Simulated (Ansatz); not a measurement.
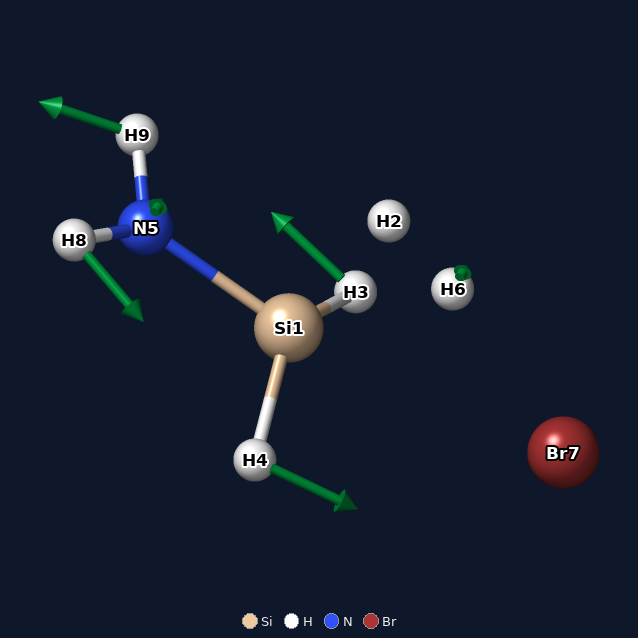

The arrows show one normal mode. Harmonic vibrations computed with RKS PBE0-D4/def2-SVP (Ansatz 0.2.0) at a stationary point of the same level. It is a saddle point of order 1.

Q: What kind of motion is it?

A: Mostly angle bending.

Q: Estimate its harmonic wavenumber.

A: 914 cm⁻¹; it is mode 13 of 21 counted from the lowest.
